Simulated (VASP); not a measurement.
Shape and ions are relaxed at each volume.

Energy against volume of Co (hcp). Computed with PBE GGA, VASP's PBE PAW potentials (set 64) (plane waves; VASP).

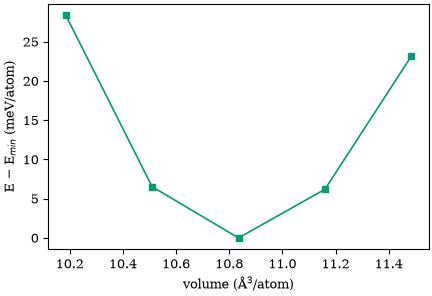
*Energy against volume*

Question: Estimate the equilibrium volume and the bulk modulus.

Answer: The minimum lies near 10.8 Å³/atom, and the curvature gives B0 of about 210 GPa.

Measured: bulk modulus 193 GPa at 0 K (computed value off by +8.9 %), as given by Vázquez-Parga, Fernández-Martínez, Viñes, J. Chem. Theory Comput. (2023), doi:10.1021/acs.jctc.3c00612, Supporting … [zero-point energy and finite temperature contributions removed].

The compound is Co in the hcp structure. It was relaxed first.
